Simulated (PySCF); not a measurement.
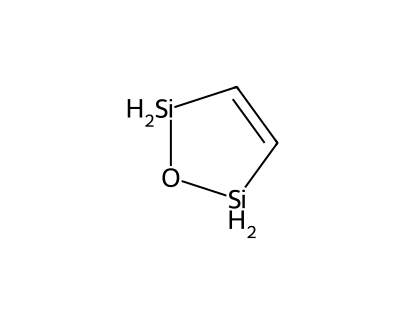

Skeletal drawing of a molecule.

**Give its SMILES.**

C1=C[SiH2]O[SiH2]1

**Give the formula, hydrogens included.**

C2H6OSi2.

**An optimisation with PBE0-D3(BJ)/def2-SVP gave a structure of which point group?**

C2v.

More results for the same structure follow; atom numbers are the same in all pictures, views and colours differ. The computed structure is the end point of a PBE0-D3(BJ)/def2-SVP optimisation. No frequency run is at hand to confirm it as a minimum.

### Geometry

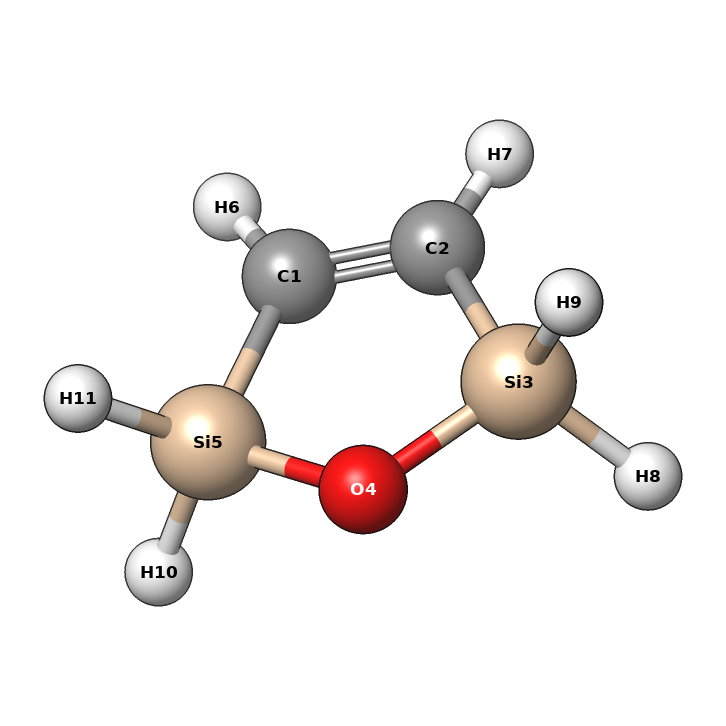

No frequency run is at hand to confirm it as a minimum.

Give these bond angles: C2–C1–Si5, C2–C1–H6, Si5–C1–H6, Si3–O4–Si5, C2–Si3–O4, C2–Si3–H8, O4–Si3–H8.

```csv
angle,degrees
C2–C1–Si5,113.2
C2–C1–H6,121.2
Si5–C1–H6,125.7
Si3–O4–Si5,115.2
C2–Si3–O4,99.2
C2–Si3–H8,113.3
O4–Si3–H8,111.1
```

### Levels of theory compared

No frequency run is at hand to confirm it as a minimum. Program: PySCF 2.14.0.

At this fixed geometry, give HOMO energy (eV), dipole (D) at these levels: B3LYP/pcSseg-2; B97-D/pcSseg-2; BLYP/pcSseg-2; BP86/pcSseg-2; HF/pcSseg-2; KT2/pcSseg-2; KT3/pcSseg-2; LDA/pcSseg-2; OPBE/pcSseg-2; PBE/pcSseg-2.

| level | HOMO energy (eV) | dipole (D) |
| --- | --- | --- |
| B3LYP/pcSseg-2 | −7.87 | 1.65 |
| B97-D/pcSseg-2 | −6.90 | 1.59 |
| BLYP/pcSseg-2 | −6.80 | 1.60 |
| BP86/pcSseg-2 | −7.03 | 1.61 |
| HF/pcSseg-2 | −10.49 | 1.73 |
| KT2/pcSseg-2 | −6.94 | 1.58 |
| KT3/pcSseg-2 | −6.98 | 1.54 |
| LDA/pcSseg-2 | −7.00 | 1.66 |
| OPBE/pcSseg-2 | −6.91 | 1.56 |
| PBE/pcSseg-2 | −6.93 | 1.61 |

### NMR shielding

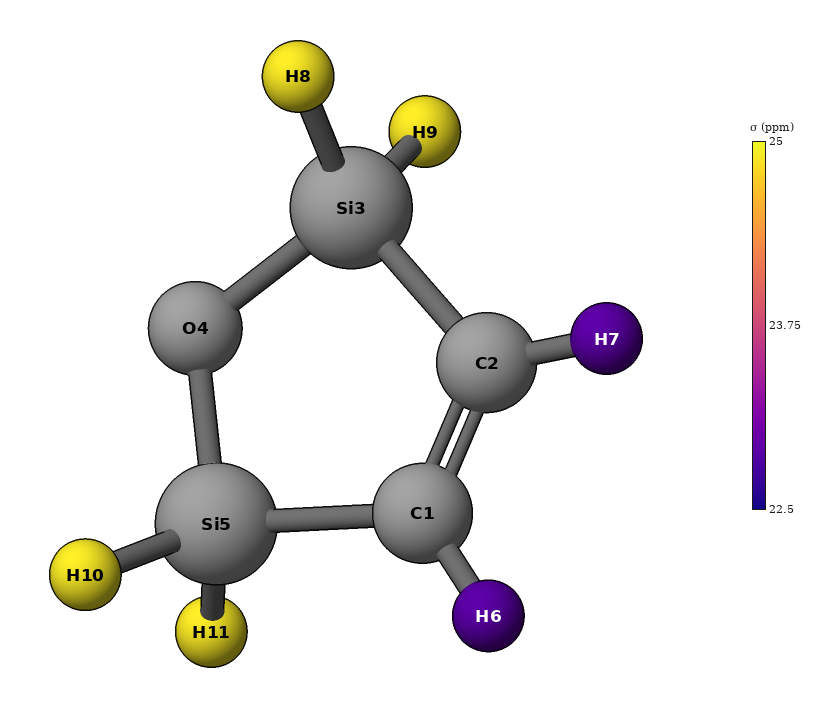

Atoms are coloured by their isotropic NMR shieldings (H only, the others grey). No frequency run is at hand to confirm it as a minimum. Level of theory: GIAO LDA/pcSseg-2 NMR shielding, non-relativistic, gas phase (PySCF 2.14.0).

List the isotropic NMR shieldings of the H atoms.

```csv
atom,σ (ppm)
H6,22.91
H7,22.91
H8,24.89
H9,24.89
H10,24.89
H11,24.89
```

### Ring current

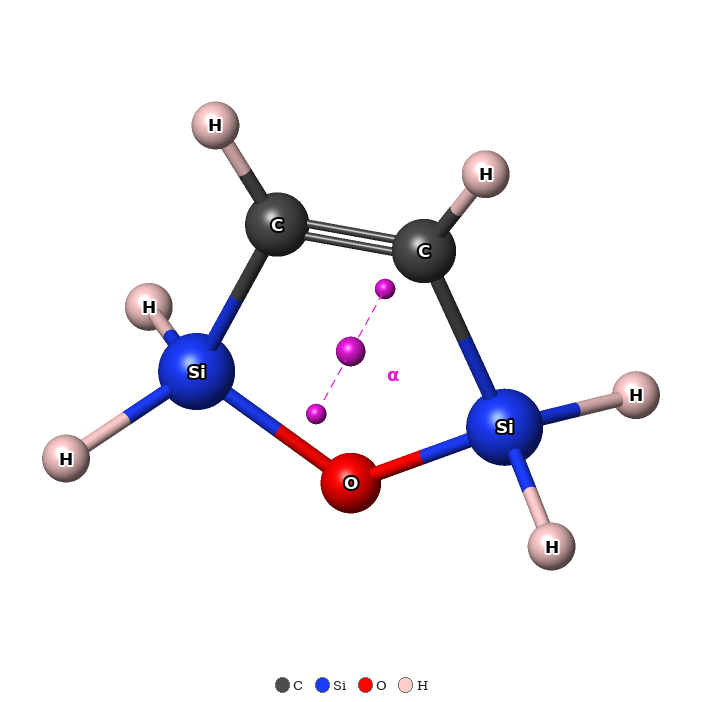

The small points mark where nucleus-independent chemical shifts (NICS) were computed: at the centre of each lettered ring and 1 Å above and below it. No frequency run is at hand to confirm it as a minimum. Level of theory: GIAO B3LYP/pcSseg-2 NMR shielding, non-relativistic, gas phase (PySCF 2.14.0).

Give NICS(0), NICS(1) and the out-of-plane component NICS(1)zz for each ring (means of the two sides).

```csv
ring,members,NICS(0),NICS(1),NICS(1)zz
α,C2OSi2,−3.4,−2.5,−3.1
```

Values in ppm.

**What do the values say about the ring currents?**

Ring α: weak, as in a non-aromatic ring. NICS is one index among several.
